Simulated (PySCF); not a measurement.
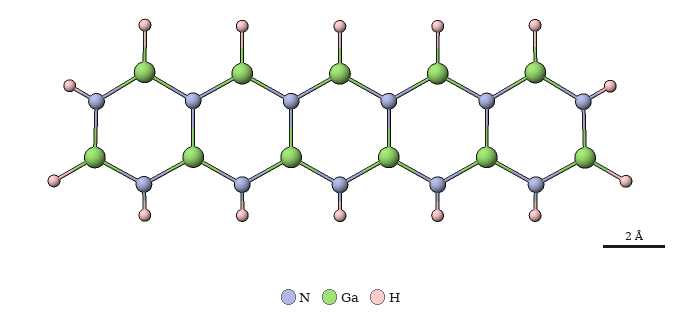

Figure 1. The structure (ball-and-stick view, seen at a tilt). Sticks mark near contacts.

## Run report: Ga11N11H14, excited-state calculation

System: Ga11N11H14.
Method: TDDFT PBE/def2-SVP, vertical, gas phase, core orbitals frozen in the response (PySCF 2.14.0).

The geometry comes from this level: GFN2-xTB.

The program's output
```
start: PBE on a coarse grid of 162788 points
cycle   1  E = -21776.2613218926  dE = -2.350e+00  |g| = 2.893e+00  |ddm| = 7.903e+00
cycle   2  E = -21769.1852038538  dE =  7.076e+00  |g| = 6.054e+00  |ddm| = 7.329e+00
cycle   3  E = -21777.2054183026  dE = -8.020e+00  |g| = 1.172e+00  |ddm| = 6.297e+00
cycle   4  E = -21777.5646714802  dE = -3.593e-01  |g| = 1.964e-01  |ddm| = 1.257e+00
cycle   5  E = -21777.5600250038  dE =  4.646e-03  |g| = 1.981e-01  |ddm| = 3.893e-01
cycle   6  E = -21777.5707391404  dE = -1.071e-02  |g| = 5.877e-02  |ddm| = 2.307e-01
cycle   7  E = -21777.5715998895  dE = -8.607e-04  |g| = 1.382e-02  |ddm| = 6.574e-02
cycle   8  E = -21777.5716299276  dE = -3.004e-05  |g| = 9.173e-03  |ddm| = 1.910e-02
final grid: 162788 points
cycle   9  E = -21777.5714773413  dE =  1.526e-04  |g| = 2.629e-02  |ddm| = 2.996e-02
cycle  10  E = -21777.5701228550  dE =  1.354e-03  |g| = 7.882e-02  |ddm| = 8.813e-02
cycle  11  E = -21777.5716387827  dE = -1.516e-03  |g| = 5.602e-03  |ddm| = 6.663e-02
cycle  12  E = -21777.5716498867  dE = -1.110e-05  |g| = 8.877e-04  |ddm| = 5.129e-03
cycle  13  E = -21777.5716465231  dE =  3.364e-06  |g| = 1.654e-04  |ddm| = 7.423e-04
cycle  14  E = -21777.5716512574  dE = -4.734e-06  |g| = 7.724e-05  |ddm| = 2.218e-04
converged SCF energy = -21777.5716512574

Static polarisability (au): isotropic 391.989, principal 198.908 357.973 619.086

Singlet excitations
state   eV       nm        f      main configurations
  1   3.7444    331.1   0.00000   H->L 1.00
  2   3.9004    317.9   0.00000   H-1->L 0.99
  3   4.1660    297.6   0.00000   H-2->L 0.99
  4   4.1703    297.3   0.00000   H-3->L 0.98
  5   4.2174    294.0   0.00000   H->L+1 0.97
  6   4.2699    290.4   0.00081   H->L+2 0.99

Triplet excitations (Tamm-Dancoff, eV): 3.6502 3.8229
```

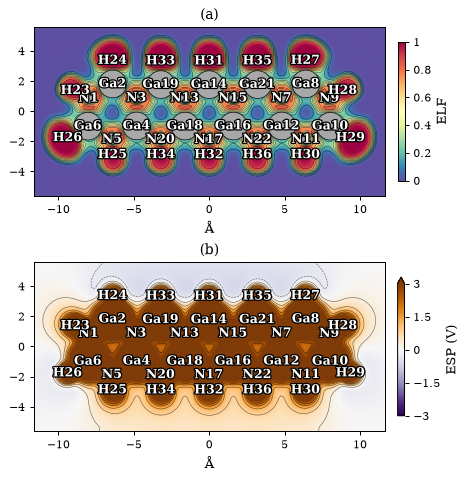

Figure 2. (a) ELF; (b) molecular electrostatic potential on the molecular plane. Grey discs, where drawn, cover atomic cores. Atoms in the plane: N, Ga and H. Ga–N (1.84 Å): the ELF peaks at about 0.85 in the valence shell of N, 0.6 Å from its nucleus, and is about 0.35 at the midpoint. N–H (1.01 Å): the ELF climbs to about 1 towards the hydrogen, as it does in any bond to H; a covalent bond by its length. Ga–H (1.55 Å): the ELF climbs to about 1 towards the hydrogen.

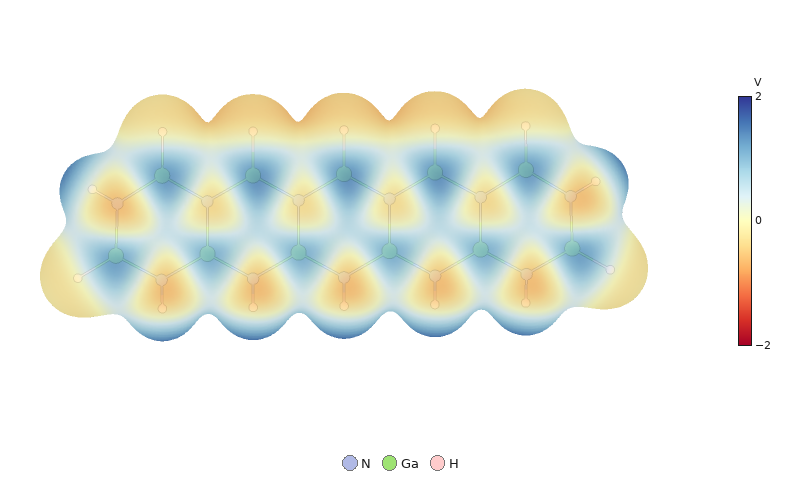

Figure 3. The molecular electrostatic potential painted on the density surface at 0.002 e/bohr³, seen face on; red is negative and blue positive. Its dipole moment is 3.87 D.

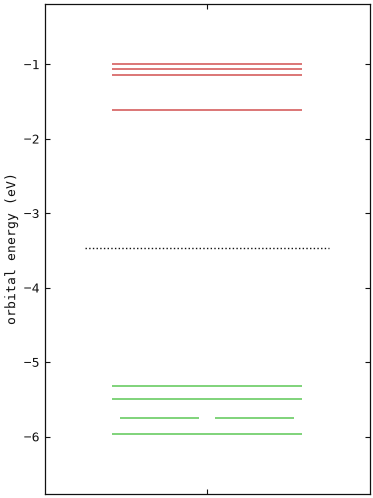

Figure 4. Orbital energies near the frontier; the dotted line parts filled from empty levels, and levels within 0.02 eV of each other stand side by side. Highest filled −5.32 eV, lowest empty −1.62 eV, 3.70 eV apart.

This output came from the following input.

The input
```
{"job": {"kind": "uv", "basis": "def2-SVP", "grid": 1, "kgrid": 0, "vcut": null, "nstates": 6, "ntriplets": 2, "tda": false, "delta": ["ip_vertical"], "pop": true, "xc": "PBE"}, "charge": 0, "multiplicity": 1}
N      7.983256     0.846610    -0.001897
Ga     6.407930     1.804089    -0.001634
N      4.815331     0.868205    -0.002347
Ga     4.811543    -0.982715    -0.000004
N      6.428986    -1.879367     0.000840
Ga     8.038691    -0.998181     0.000561
N     -4.815067     0.868671    -0.001445
Ga    -6.407756     1.804290    -0.000292
N     -7.982889     0.846701     0.000793
Ga    -8.039246    -0.998258    -0.000112
N     -6.429445    -1.879660    -0.001145
Ga    -4.812508    -0.982394    -0.000534
N      1.602421     0.857569     0.003061
Ga     0.000854     1.759148     0.000640
N     -1.602272     0.859836     0.001522
Ga    -1.601136    -0.987377     0.001000
N     -0.000815    -1.892003     0.000983
Ga     1.600425    -0.989543     0.001995
Ga     3.205312     1.762117    -0.000214
N      3.206071    -1.886929     0.000917
Ga    -3.205716     1.763315    -0.000883
N     -3.206540    -1.885242     0.001251
H      8.863483     1.357920     0.003812
H      6.395455     3.354660    -0.002793
H      6.399411    -2.895525     0.000274
H      9.378376    -1.770961     0.001775
H     -6.397030     3.354803    -0.000166
H     -8.863485     1.357436     0.001197
H     -9.380218    -1.769324    -0.001317
H     -6.399180    -2.895785     0.002886
H      0.002424     3.315402    -0.001864
H     -0.001958    -2.906386     0.000680
H      3.206105     3.319943    -0.000914
H      3.202321    -2.901844     0.002724
H     -3.207262     3.321454    -0.002530
H     -3.202221    -2.900117    -0.002139
```

The first line tells a small driver script what to run in PySCF; the rest is the geometry in Å.

Command:
```bash
OMP_NUM_THREADS=2 python <driver script> task.json out
```

Results in brief

```tsv
quantity	value
outcome	converged
total energy	−21777.571651 hartree
HOMO	−5.32 eV
LUMO	−1.62 eV
dipole moment	3.87 D
mean polarisability	391.99 a.u.
lowest singlet excitation	3.74 eV
hardware	2 CPU threads, shared host
wall time	2 min (CPU time 3.5 min)
peak memory	1.6 GiB
```

Spin–orbit coupling is left out, which matters for the heavy atoms. Checks after the run noted: ip_vertical: open-shell SCF did not converge.
